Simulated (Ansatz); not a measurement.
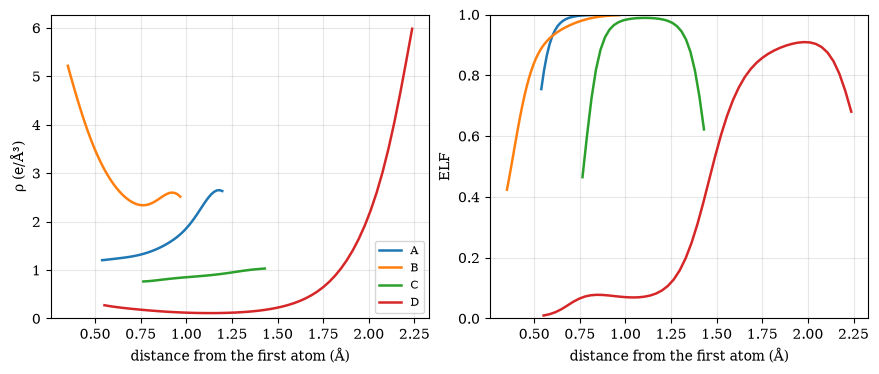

BH5Si···H2O. Electron density and ELF along straight lines between neighbouring atoms. The curves leave out the atomic cores.

Not at a stationary point (largest force 0.9 eV/Å).

Level of theory: RKS PBE0-D4/6-31G* (Ansatz).

```yaml
atoms:
  - { symbol: B, position_ang: [0.1554, 0.4157, -0.3535] }
  - { symbol: O, position_ang: [-0.3320, -0.2860, 2.0959] }
  - { symbol: H, position_ang: [-1.2582, -0.0391, 2.2212] }
  - { symbol: H, position_ang: [1.1851, -0.1844, -0.4634] }
  - { symbol: H, position_ang: [-0.8267, -0.0617, -0.8460] }
  - { symbol: Si, position_ang: [0.1263, 2.2160, 0.4523] }
  - { symbol: H, position_ang: [1.0601, 2.3213, 1.6231] }
  - { symbol: H, position_ang: [0.5491, 3.2876, -0.5040] }
  - { symbol: H, position_ang: [-1.2176, 2.6118, 0.9778] }
  - { symbol: H, position_ang: [0.1708, 0.4736, 2.4692] }
```

### Which curve belongs to which contact (B–H, B–O, O–H and Si–B)? The first atom named is at distance zero.

Curve A: B–H (1.20 Å): ρ is about 1.2 e/Å³ halfway; the ELF climbs to about 1 towards the hydrogen, as it does in any bond to H; an ordinary covalent bond to hydrogen. Curve B: O–H (0.97 Å): the density is about 3.6 e/Å³ at the midpoint; the ELF climbs to about 1 towards the hydrogen (an ordinary covalent bond to hydrogen). Curve C: Si–B (1.97 Å): the density is about 0.85 e/Å³ at the midpoint; the ELF peaks at about 1 between the atoms, as expected for localised, covalent bonding. Curve D: B1···O2 (2.59 Å): the density falls to about 0.11 e/Å³ on the way; the ELF is about 0.15 at the midpoint.
